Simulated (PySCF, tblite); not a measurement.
# C₆H₁₃PSi: geometry, infrared bands and NMR shifts

Wanted: the infrared bands and NMR shifts of C₆H₁₃PSi (`CC(C)C#C[Si@H](C)P`), by calculation.

Computed with tblite 0.8.0 and PySCF 2.14.0, with density-fitted response routines of our own, on a single molecule in the gas phase. Atoms count from 0, in the outputs and in this text.

## (1) The starting structure

21 atoms, charge 0, multiplicity 1; geometry from: force field or distance geometry start.

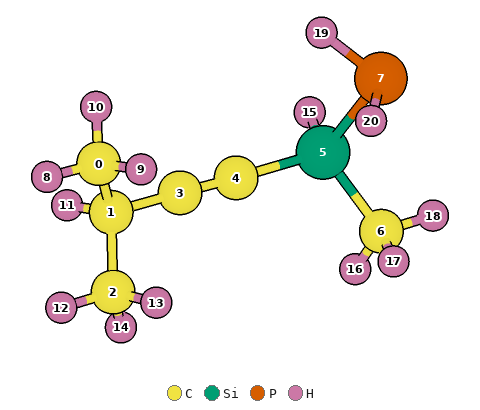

The starting geometry (carbon yellow, silicon teal, phosphorus orange, hydrogen pink), atoms numbered.

## (2) Relaxing the molecule with GFN2-xTB

The job: settings as JSON, then the geometry in Å.

```
{"job": {"kind": "relax", "xc": "GFN2-xTB", "basis": "xTB"}, "charge": 0, "multiplicity": 1}
C     -2.432700     1.481600    -0.648800
C     -2.132800     0.028300    -0.342800
C     -2.636300    -0.355700     1.056600
C     -0.676500    -0.211800    -0.430000
C      0.506200    -0.417200    -0.488500
Si     2.347200    -0.706600    -0.610000
C      3.020600    -1.609600     0.851800
P      3.312200     1.309700    -0.702600
H     -3.515200     1.665400    -0.607700
H     -1.959700     2.161000     0.068100
H     -2.094000     1.750900    -1.652800
H     -2.639500    -0.609000    -1.072100
H     -3.732900    -0.196600     1.129900
H     -2.164300     0.247300     1.834000
H     -2.445500    -1.397300     1.276700
H      2.685700    -1.424800    -1.848300
H      2.575700    -2.606000     0.939800
H      2.808200    -1.086100     1.788700
H      4.103900    -1.739200     0.789600
H      2.470800     1.841600    -1.704200
H      2.590000     1.891300     0.372300
```

On the command line:

```console
OMP_NUM_THREADS=1 python probes_run.py task.json out
```

One launch serves the whole session: the jobs run in the order shown.

The program printed:

```text
step      E/eV     max force
  0    -643.53148    1.489
  1    -643.58214    2.419
  2    -643.60478    1.466
  3    -643.62584    0.232
  4    -643.63213    0.233
  5    -643.63990    0.221
  6    -643.64251    0.161
  7    -643.64456    0.120
  8    -643.64571    0.108
  9    -643.64687    0.092
 10    -643.64769    0.065
 11    -643.64835    0.057
 12    -643.64891    0.071
 13    -643.64944    0.058
 14    -643.64987    0.056
 15    -643.65018    0.047
 16    -643.65043    0.042
 17    -643.65067    0.033
 18    -643.65088    0.034
 19    -643.65108    0.038
 20    -643.65129    0.041
 21    -643.65150    0.050
 22    -643.65171    0.037
 23    -643.65186    0.026
 24    -643.65195    0.020
 25    -643.65201    0.021
 26    -643.65207    0.020
 27    -643.65212    0.022
 28    -643.65219    0.021
 29    -643.65229    0.029
 30    -643.65240    0.036
 31    -643.65251    0.031
 32    -643.65259    0.022
 33    -643.65266    0.019
 34    -643.65271    0.017
 35    -643.65274    0.013
 36    -643.65277    0.011
 37    -643.65280    0.012
 38    -643.65284    0.016
 39    -643.65289    0.022
 40    -643.65294    0.025
 41    -643.65298    0.017
 42    -643.65301    0.013
 43    -643.65304    0.011
 44    -643.65306    0.015
 45    -643.65308    0.014
 46    -643.65310    0.010
 47    -643.65312    0.010
```

Wall time 2.6 s (1 thread of Intel Xeon at 2.50GHz, shared host); peak memory 0.18 GiB.

Relaxation path: (not every step is listed)

| step | energy from step 0 (eV) | largest force (eV/Å) |
| --- | --- | --- |
| 0 | 0.0000 | 1.4885 |
| 1 | -0.0507 | 2.4188 |
| 2 | -0.0733 | 1.4662 |
| 3 | -0.0944 | 0.2322 |
| 4 | -0.1006 | 0.2329 |
| 5 | -0.1084 | 0.2206 |
| 6 | -0.1110 | 0.1613 |
| 7 | -0.1131 | 0.1204 |
| 8 | -0.1142 | 0.1081 |
| 11 | -0.1169 | 0.0571 |
| 14 | -0.1184 | 0.0556 |
| 17 | -0.1192 | 0.0328 |
| 20 | -0.1198 | 0.0407 |
| 23 | -0.1204 | 0.0261 |
| 26 | -0.1206 | 0.0202 |
| 29 | -0.1208 | 0.0286 |
| 32 | -0.1211 | 0.0222 |
| 35 | -0.1213 | 0.0135 |
| 38 | -0.1214 | 0.0163 |
| 41 | -0.1215 | 0.0170 |
| 42 | -0.1215 | 0.0127 |
| 43 | -0.1216 | 0.0114 |
| 44 | -0.1216 | 0.0148 |
| 45 | -0.1216 | 0.0140 |
| 46 | -0.1216 | 0.0100 |
| 47 | -0.1216 | 0.0099 |

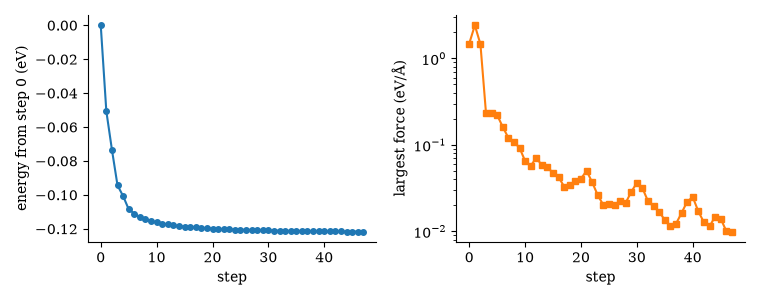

Energy and largest force along the relaxation.

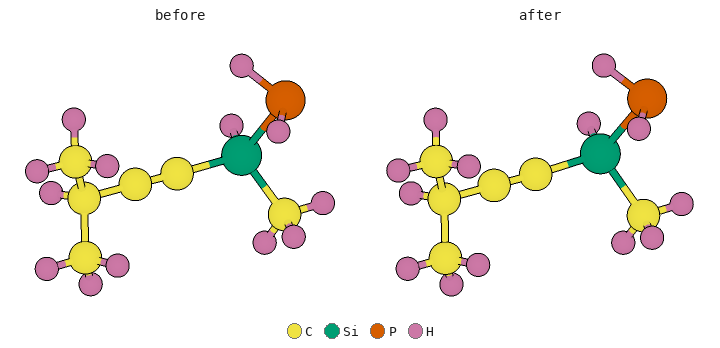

Before and after, at one scale.

Close pairs (by a distance rule), those that changed most:

| bond | before (Å) | after (Å) | change (Å) |
| --- | --- | --- | --- |
| Si5–C6 | 1.845 | 1.903 | +0.058 |
| P7–H20 | 1.420 | 1.383 | -0.037 |
| P7–H19 | 1.412 | 1.382 | -0.030 |
| C1–C3 | 1.479 | 1.453 | -0.026 |
| C2–H12 | 1.111 | 1.088 | -0.023 |
| Si5–P7 | 2.237 | 2.258 | +0.020 |
| C4–Si5 | 1.868 | 1.850 | -0.017 |
| C0–C1 | 1.515 | 1.532 | +0.017 |

The final coordinates are the input of the step that follows.

## (3) Vibrational analysis with GFN2-xTB

The job: settings as JSON, then the geometry in Å.

```
{"job": {"kind": "ir", "xc": "GFN2-xTB", "basis": "xTB"}, "charge": 0, "multiplicity": 1}
C     -2.411674     1.476061    -0.648914
C     -2.132350     0.004386    -0.328922
C     -2.635869    -0.364400     1.069399
C     -0.706102    -0.253199    -0.429041
C      0.479994    -0.463902    -0.500212
Si     2.315347    -0.658603    -0.632121
C      2.978699    -1.606065     0.879046
P      3.357265     1.342509    -0.713772
H     -3.481208     1.671725    -0.610410
H     -1.912902     2.121059     0.071800
H     -2.046569     1.725073    -1.642942
H     -2.643349    -0.624915    -1.069236
H     -3.709782    -0.202498     1.134565
H     -2.144759     0.248870     1.822151
H     -2.426649    -1.409544     1.286025
H      2.620325    -1.362079    -1.889214
H      2.536260    -2.595336     0.939647
H      2.757744    -1.084117     1.806296
H      4.057128    -1.724045     0.815302
H      2.513348     1.867513    -1.674566
H      2.626182     1.908449     0.314648
```

The program printed:

```text
mode    cm-1     km/mol
  1      10.9      0.06
  2      45.6      0.53
  3      65.9      0.99
  4      84.4      7.98
  5     111.5      0.55
  6     124.3      2.64
  7     136.2      1.00
  8     174.2      4.68
  9     196.7      0.04
 10     235.1      8.59
 11     253.5      8.84
 12     268.8     16.53
 13     334.2      4.65
 14     429.9     23.27
 15     481.9      1.86
 16     482.8      4.96
 17     581.0     20.42
 18     585.2    140.11
 19     604.8    116.06
 20     678.1      7.91
 21     706.0     69.73
 22     755.3    102.24
 23     822.1    140.30
 24     831.7    125.43
 25     892.7     23.22
 26     945.8      2.89
 27     985.2      0.10
 28    1003.7      0.17
 29    1118.1      8.60
 30    1130.0      4.74
 31    1152.5     12.95
 32    1182.9      7.01
 33    1282.8      1.82
 34    1306.3     15.70
 35    1366.8      7.80
 36    1401.7      2.88
 37    1414.6      0.91
 38    1480.9      0.28
 39    1484.6      0.17
 40    1489.5      1.39
 41    1493.5      0.34
 42    1497.6      4.41
 43    1504.5      4.25
 44    2161.0    254.67
 45    2299.5    315.82
 46    2305.4     41.16
 47    2391.9    163.98
 48    2899.3     38.04
 49    3029.6      0.17
 50    3031.7      7.38
 51    3032.3     44.53
 52    3033.6     75.02
 53    3034.7     16.42
 54    3037.9     64.13
 55    3040.4     10.15
 56    3042.3     31.63
 57    3048.6     25.79
```

Wall time 3.1 s (1 thread of Intel Xeon at 2.50GHz, shared host); peak memory 0.18 GiB.

Which atoms move in the most intense modes:

| cm⁻¹ | km/mol | atoms |
| --- | --- | --- |
| 585 | 140.1 | H15 43 %, H20 22 %, Si5 14 % |
| 605 | 116.1 | H15 79 % |
| 755 | 102.2 | Si5 37 %, C6 35 % |
| 822 | 140.3 | H18 42 %, H17 17 %, C6 16 %, H16 11 % |
| 832 | 125.4 | H16 39 %, H17 30 %, C6 17 % |
| 2161 | 254.7 | H15 96 % |
| 2300 | 315.8 | C3 43 %, C4 38 % |
| 2392 | 164.0 | H19 52 %, H20 45 % |

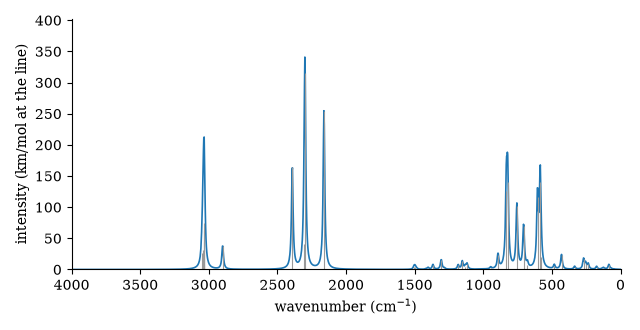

The infrared spectrum from these modes, unscaled. Lines are broadened to a width of 14 cm⁻¹ (Lorentzian).

## (4) Shielding tensors: PBE0/pcSseg-1

The job, as its differences from that of step 3:

```diff
@@ -1,2 +1,2 @@
-{"job": {"kind": "ir", "xc": "GFN2-xTB", "basis": "xTB"}, "charge": 0, "multiplicity": 1}
+{"job": {"kind": "nmr", "xc": "PBE0", "basis": "pcSseg-1"}, "charge": 0, "multiplicity": 1}
 C     -2.411674     1.476061    -0.648914
```

Method: GIAO PBE0/pcSseg-1 NMR shielding, non-relativistic, gas phase.

The program printed:

```text
coarse grid: 17824 points
cycle   1  E = -866.5579370607  dE =  5.773e-01  |g| = 5.140e-01  |ddm| = 4.170e+00
cycle   2  E = -866.5530492008  dE =  4.888e-03  |g| = 5.336e-01  |ddm| = 1.106e+00
cycle   3  E = -866.6260223475  dE = -7.297e-02  |g| = 8.232e-02  |ddm| = 5.525e-01
cycle   4  E = -866.6269222763  dE = -8.999e-04  |g| = 5.852e-02  |ddm| = 1.090e-01
cycle   5  E = -866.6277652836  dE = -8.430e-04  |g| = 9.407e-03  |ddm| = 4.865e-02
cycle   6  E = -866.6277896498  dE = -2.437e-05  |g| = 2.173e-03  |ddm| = 1.433e-02
cycle   7  E = -866.6277906417  dE = -9.919e-07  |g| = 5.244e-04  |ddm| = 2.678e-03
final grid: 160936 points
cycle   8  E = -866.6773259985  dE = -3.738e-05  |g| = 8.364e-03  |ddm| = 4.785e-02
cycle   9  E = -866.6773182911  dE =  7.707e-06  |g| = 9.963e-03  |ddm| = 1.709e-02
cycle  10  E = -866.6773433450  dE = -2.505e-05  |g| = 2.108e-03  |ddm| = 9.517e-03
cycle  11  E = -866.6773444307  dE = -1.086e-06  |g| = 3.179e-04  |ddm| = 1.755e-03
cycle  12  E = -866.6773444540  dE = -2.335e-08  |g| = 8.627e-05  |ddm| = 3.964e-04
cycle  13  E = -866.6773444560  dE = -1.938e-09  |g| = 2.312e-05  |ddm| = 1.463e-04
cycle  14  E = -866.6773444561  dE = -1.382e-10  |g| = 3.742e-06  |ddm| = 3.475e-05
converged SCF energy = -866.6773444561

GIAO shielding tensors (ppm)
atom      isotropic    diamagn.    paramagn.     s11        s22        s33       span
  0 C      161.930     248.064     -86.133    146.542    153.393    185.857     39.315
  1 C      162.365     246.881     -84.516    155.169    160.330    171.596     16.428
  2 C      161.876     248.061     -86.186    146.315    153.302    186.011     39.696
  3 C       61.567     275.677    -214.110    -40.754    -32.355    257.810    298.563
  4 C       99.488     263.820    -164.332     16.562     22.649    259.254    242.691
  5 Si     395.137     884.369    -489.232    365.283    391.800    428.327     63.044
  6 C      187.969     253.658     -65.689    179.401    190.071    194.434     15.033
  7 P      591.663     969.005    -377.342    541.330    605.580    628.079     86.749
  8 H       30.660      29.425       1.235     26.241     28.081     37.659     11.418
  9 H       30.585      31.430      -0.846     27.754     29.228     34.772      7.018
 10 H       30.201      30.702      -0.501     26.031     28.442     36.129     10.098
 11 H       29.105      31.186      -2.081     25.402     27.165     34.749      9.347
 12 H       30.677      29.496       1.180     26.259     28.085     37.686     11.427
 13 H       30.607      31.514      -0.907     27.660     29.252     34.909      7.249
 14 H       30.227      30.864      -0.637     25.985     28.411     36.287     10.302
 15 H       26.954      30.039      -3.085     23.724     25.021     32.118      8.394
 16 H       31.192      31.250      -0.058     26.425     28.564     38.587     12.162
 17 H       31.378      32.924      -1.546     27.531     29.495     37.109      9.579
 18 H       31.564      27.664       3.900     26.646     28.811     39.233     12.587
 19 H       30.412      32.858      -2.447     25.606     27.625     38.004     12.399
 20 H       30.524      33.723      -3.199     26.321     27.944     37.308     10.988
```

Run time: 2.9 min. Hardware: 1 thread of Intel Xeon at 2.50GHz, shared host; peak memory 0.96 GiB.

Shifts follow as δ = σ(reference) − σ, with reference shieldings (ppm) from runs at the same level and on the same kind of geometry: ¹H TMS 31.72, ¹³C TMS 186.9, ²⁹Si TMS 349.2, ³¹P H3PO4 318.4. The references are single molecules in the gas phase, so shifts against H2O, NH3, PH3, H3PO4 or CFCl3 are not on the usual liquid scales and can be off by tens of ppm. Atoms listed in one row are averaged.

| atoms | environment | σ (ppm) | δ (ppm) | δ scaled to CDCl3 |
| --- | --- | --- | --- | --- |
| C3 | alkyne carbon | 61.6 | 125.4 | 120.4 |
| C4 | alkyne carbon | 99.5 | 87.4 | 83.4 |
| C2 | methyl carbon | 161.9 | 25.0 | 22.5 |
| C0 | methyl carbon | 161.9 | 25.0 | 22.5 |
| C1 | propargylic sp3 CH | 162.4 | 24.6 | 22.1 |
| C6 | methyl carbon bonded to Si | 188.0 | -1.0 | -2.9 |
| H15 | hydrogen on a silicon bonded to 2 C, P | 26.95 | 4.76 | – |
| H11 | hydrogen on a propargylic sp3 CH | 29.11 | 2.61 | 2.57 |
| H19, H20 | hydrogen on a phosphorus bonded to Si | 30.47 | 1.25 | – |
| H8, H9, H10 | hydrogen on a methyl carbon | 30.48 | 1.23 | 1.27 |
| H12, H13, H14 | hydrogen on a methyl carbon | 30.50 | 1.21 | 1.25 |
| H16, H17, H18 | hydrogen on a methyl carbon bonded to Si | 31.38 | 0.34 | 0.42 |
| Si5 | silicon bonded to 2 C, P, H | 395.1 | -46.0 | – |
| P7 | phosphorus bonded to Si, 2 H | 591.7 | -273.3 | – |

The scaled column applies a straight-line fit of computed shieldings to shifts measured in CDCl3 (root-mean-square error 0.16 ppm for H, 1.9 ppm for C).

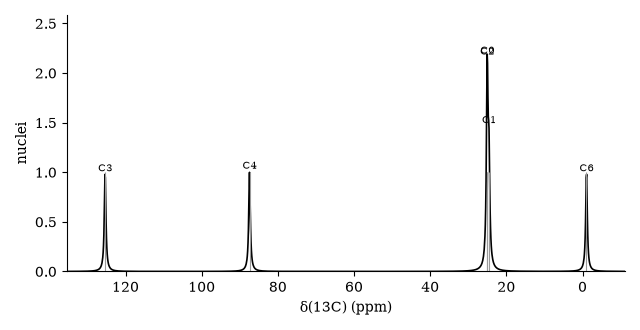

¹³C lines at the computed shifts, without couplings. Lines are broadened to a width of 0.51 ppm (Lorentzian).

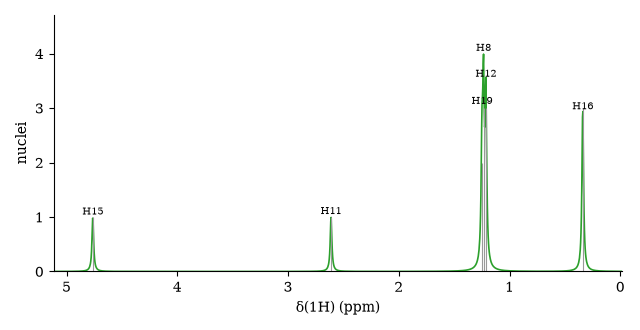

¹H lines at the computed shifts, without couplings. Lines are broadened to a width of 0.02 ppm (Lorentzian).

Charges from the same density, by scheme (e):

| atoms | Mulliken | IAO | Hirshfeld | ESP fit |
| --- | --- | --- | --- | --- |
| C0 | -0.21 | -0.41 | -0.11 | -0.64 |
| C1 | -0.38 | -0.11 | 0.00 | 0.55 |
| C2 | -0.21 | -0.41 | -0.11 | -0.56 |
| C3 | 0.17 | -0.01 | -0.02 | -0.11 |
| C4 | -0.47 | -0.39 | -0.19 | -0.50 |
| Si5 | 0.58 | 0.76 | 0.33 | 0.83 |
| C6 | -0.61 | -0.71 | -0.21 | -0.56 |
| P7 | -0.22 | -0.12 | -0.03 | -0.46 |

Mulliken charges:

C0 -0.21; C1 -0.38; C2 -0.21; C3 0.17; C4 -0.47; Si5 0.58; C6 -0.61; P7 -0.22; H8 0.11; H9 0.12; H10 0.13; H11 0.15; H12 0.11; H13 0.12; H14 0.13; H15 -0.05; H16 0.15; H17 0.15; H18 0.14; H19 0.06; H20 0.06

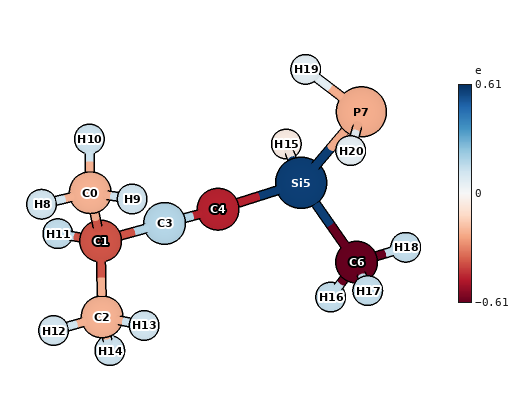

Mulliken charges, as colours on the atoms.

Mayer bond orders: C0–C1 1.03, C1–C2 1.03, C1–C3 0.96, C3–C4 2.55, C4–Si5 0.97, Si5–C6 0.96, Si5–P7 1.00.

Orbitals, density, ELF and potential are computed afterwards from the orbital file.

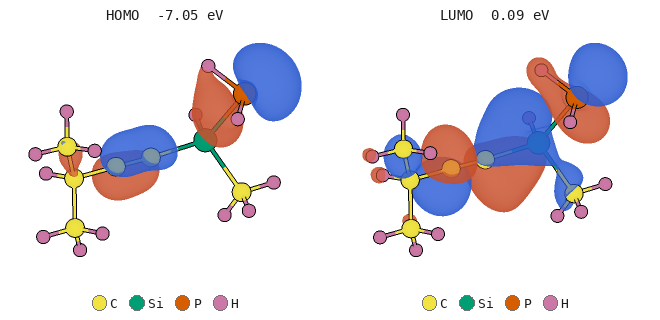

PBE0/pcSseg-1 orbitals near the gap, drawn at the value that encloses 70 % of each; the two colours are the two signs.

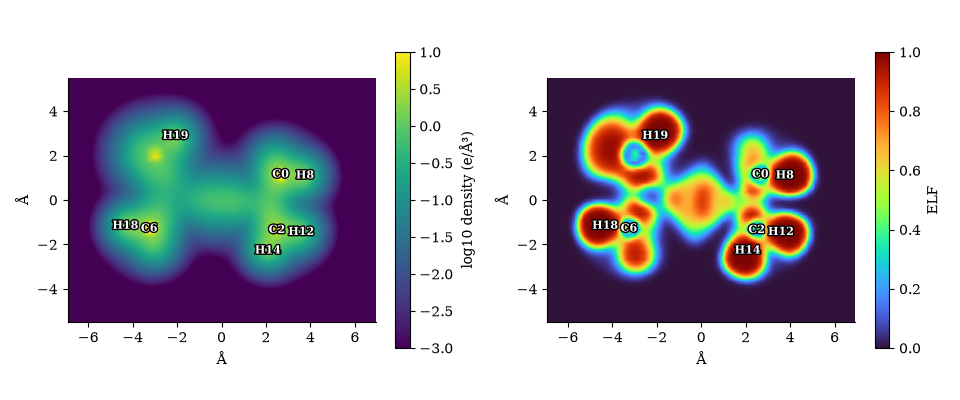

Density (left) and ELF (right) in a plane through or near 8 of the atoms.

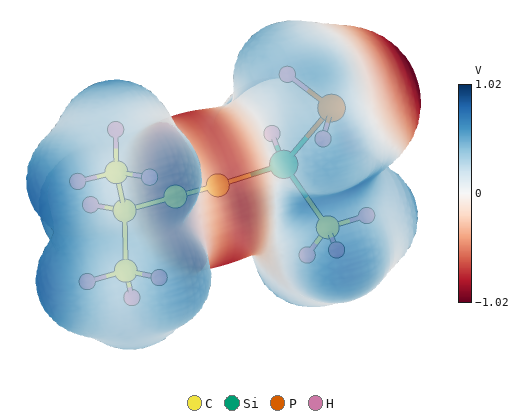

Electrostatic potential on the surface of density 0.002 e/bohr³; red is low, blue high. It runs from -1.02 V near P7 to 0.76 V near H11.

## (5) Outcome

| quantity | value |
| --- | --- |
| strongest single infrared mode (GFN2-xTB) | 2300 cm⁻¹, 316 km/mol |
| zero-point energy (GFN2-xTB) | 103.7 kcal/mol |
| ¹³C shifts against TMS (PBE0/pcSseg-1) | 125.4, 87.4, 25.0, 25.0, 24.6, -1.0 ppm |
| ¹H shifts against TMS (PBE0/pcSseg-1, means over atoms taken as alike) | 4.76, 2.61, 1.25, 1.23, 1.21, 0.34 ppm |
| ²⁹Si shifts against TMS (PBE0/pcSseg-1) | -46.0 ppm |
| ³¹P shifts against H3PO4 (PBE0/pcSseg-1) | -273.3 ppm |
| surface potential, least and greatest | -1.02 V and 0.76 V |

In words: Relaxing lowered the energy by 0.122 eV in 47 steps; the close pair that moved most is Si5–C6, from 1.845 to 1.903 Å. All 57 modes are real, so the xTB geometry is a minimum. The strongest single mode, at 2300 cm⁻¹, moves mainly C3 and C4. Unscaled tight-binding wavenumbers are off by several per cent, some by more. Its intensities can rank the bands wrongly. At PBE0/pcSseg-1: The widest tensor belongs to C3: span 299 ppm, with a paramagnetic part of -214 ppm.
